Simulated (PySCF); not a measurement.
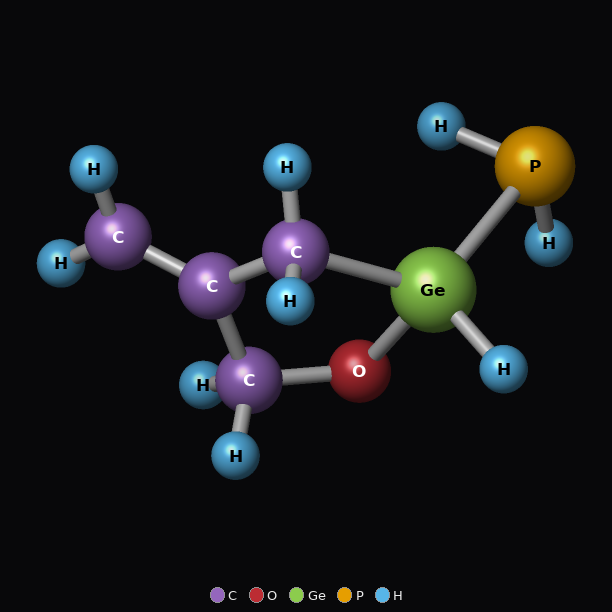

The computed structure is the end point of a GFN2-xTB optimisation. No frequency run is at hand to confirm it as a minimum. Method: CAM-B3LYP/def2-SVPD, gas phase (PySCF 2.14.0). Excitations: vertical, linear response.

**What is the HOMO–LUMO gap?**

9.08 eV.

**What is the brightest of the 8 lowest singlets?**

6.45 eV.

**Give the mean static polarisability at this level.**

107.2 bohr³.

**Give the dipole moment at this level.**

1.56 D.

The geometry is semi-empirical. Around Ge, P such bond lengths and angles can be off by a tenth of an ångström or more and by several degrees, and values that hang on the shape move with them.
